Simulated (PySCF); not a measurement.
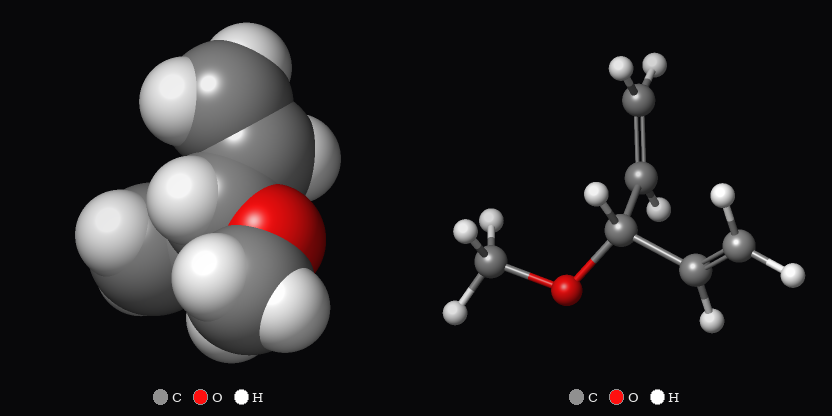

The same structure drawn twice, from different directions.

Computed geometry: GFN2-xTB optimisation. No frequency run is at hand to confirm it as a minimum.

Give the formula.

Answer. C₆H₁₀O, 17 atoms: 6 carbon, 10 hydrogen and 1 oxygen.

Describe its rings.

Answer. It has no ring.

How many bonds of each kind are drawn?

Answer. 10 C–H, 4 C–C, 2 C–O.

Which point group does it belong to?

Answer. C1.

The parts below concern this one geometry. Atoms keep their numbers from picture to picture.

## Geometry

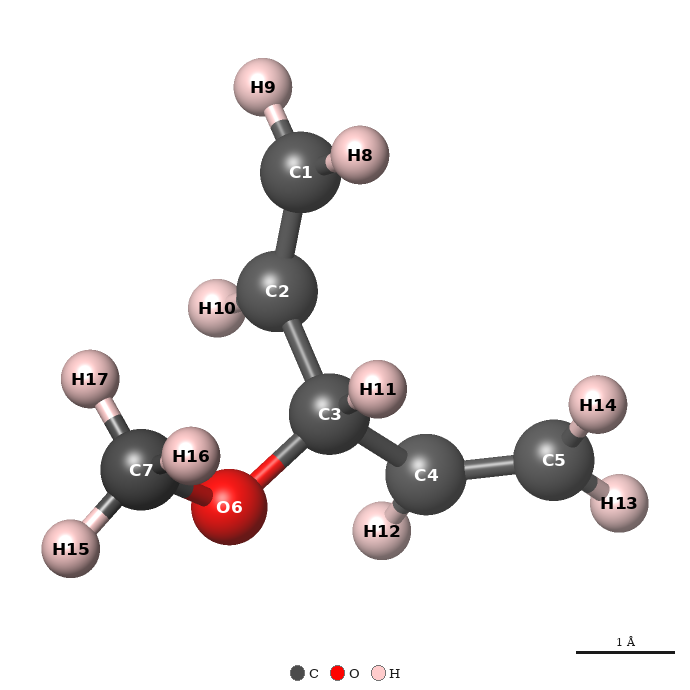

Atoms carry their numbers in the input. No frequency run is at hand to confirm it as a minimum.

How are the neighbours of atom 3 arranged?

Answer. C3 has 4 neighbours (C2 at 1.51, C4 at 1.50, O6 at 1.42, H11 at 1.10 Å); the arrangement is tetrahedral.

What is the geometry at C1?

Answer. C1 has 3 neighbours (C2 at 1.32, H8 at 1.08, H9 at 1.08 Å); the arrangement is trigonal planar.

Describe the coordination of atom 4.

Answer. C4 has 3 neighbours (C3 at 1.50, C5 at 1.32, H12 at 1.08 Å); the arrangement is trigonal planar.

What is the geometry at C2?

Answer. C2 has 3 neighbours (C1 at 1.32, C3 at 1.51, H10 at 1.08 Å); the arrangement is trigonal planar.

What is the dihedral angle C1–C2–C3–C4?

Answer. 112° in size, that is anticlinal.

## Electronic properties

No frequency run is at hand to confirm it as a minimum. Method: PBE0/pcSseg-1, gas phase (PySCF 2.14.0).

Computed properties:

- dipole moment: 1.26 D
- HOMO energy (Kohn–Sham orbital): −7.32 eV
- LUMO energy (Kohn–Sham orbital): −0.36 eV
- HOMO–LUMO gap: 6.96 eV

## NMR shielding

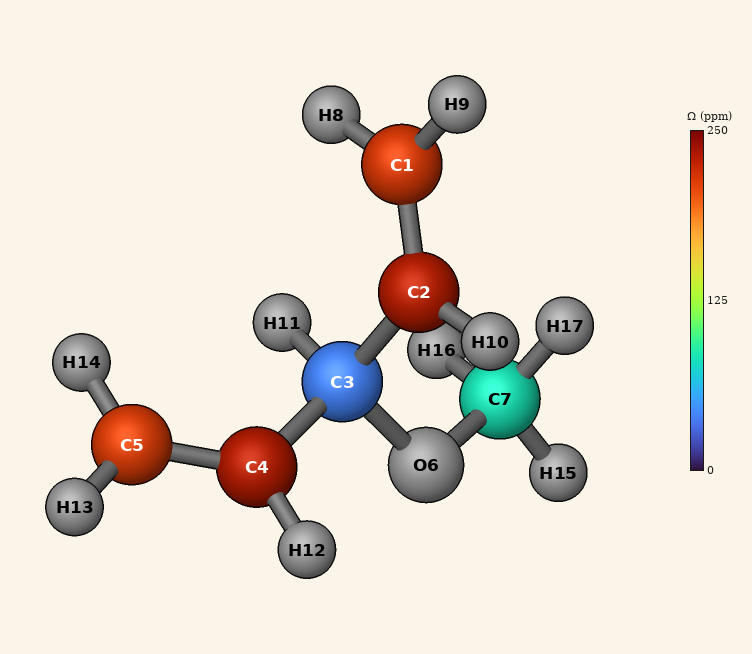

The C atoms are coloured by the span of their shielding tensor. No frequency run is at hand to confirm it as a minimum. Properties computed with GIAO PBE0/pcSseg-1 NMR shielding, non-relativistic, gas phase (PySCF 2.14.0). Principal shieldings σ11 ≤ σ22 ≤ σ33, span Ω = σ33 − σ11, skew κ = 3(σiso − σ22)/Ω.

Give the shielding tensors of the C atoms.

```tsv
atom	σ11	σ22	σ33	σiso	Ω	κ
C1	−49.9	78.0	163.7	63.9	213.6	−0.20
C2	−82.7	46.1	146.0	36.5	228.7	−0.13
C3	78.8	83.6	120.0	94.2	41.2	0.77
C4	−83.5	49.3	146.9	37.6	230.4	−0.15
C5	−45.9	78.1	165.1	65.7	211.0	−0.18
C7	96.9	109.2	180.8	129.0	83.9	0.71
```

Shieldings and span in ppm.

## Quadrupole coupling

No frequency run is at hand to confirm it as a minimum. Electric field gradients from the ground-state density, PBE0/pcSseg-1 (PySCF 2.14.0), non-relativistic apart from any core potentials.

Give the largest field-gradient component, the quadrupole coupling constant and the asymmetry for 17O at O6 (Q = −25.6 mb), 2H at H8 (Q = 2.86 mb), 2H at H9 (Q = 2.86 mb).

```csv
atom,V_zz (a.u.),e²qQ/h (MHz),η
O6,−2.027,12.19,0.98
H8,0.335,0.225,0.05
H9,0.337,0.227,0.05
```
